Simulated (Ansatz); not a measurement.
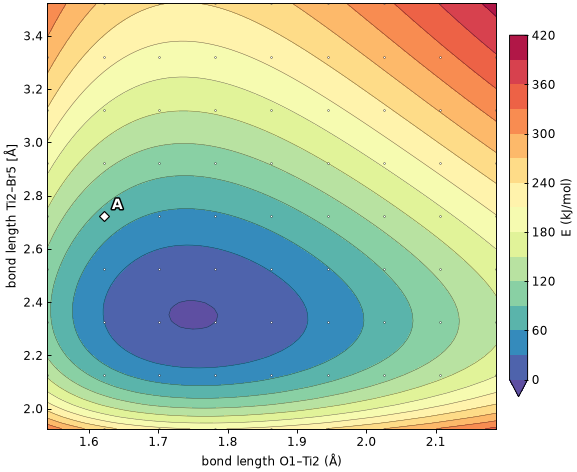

BrClFHOTi, SMILES [OH][Ti]([F])([Cl])[Br]. 
- Coordinates scanned: (1) bond length O1–Ti2; (2) bond length Ti2–Br5.
- Nothing is relaxed (all other coordinates rigid).
- The grid has 9 × 9 points.
- Points are written as (first, second).
- Energies are in kJ/mol, from the lowest grid point.
- The reference is spin-restricted, which grows unreliable where a bond is stretched far.
- These are results of RKS r2SCAN-D4/def2-SVP in Ansatz 0.2.0, not measurements.

Drawn: filled contours, dots at the grid points, the point A. Between grid points the surface is interpolated.

Is A at rest? If not, where is it pushed?

Answer. A, at (1.621 Å, 2.723 Å), is not a stationary point. The computed force is 510 kJ/mol for each Å towards larger values of bond length O1–Ti2 and 220 kJ/mol for each Å towards smaller values of bond length Ti2–Br5.
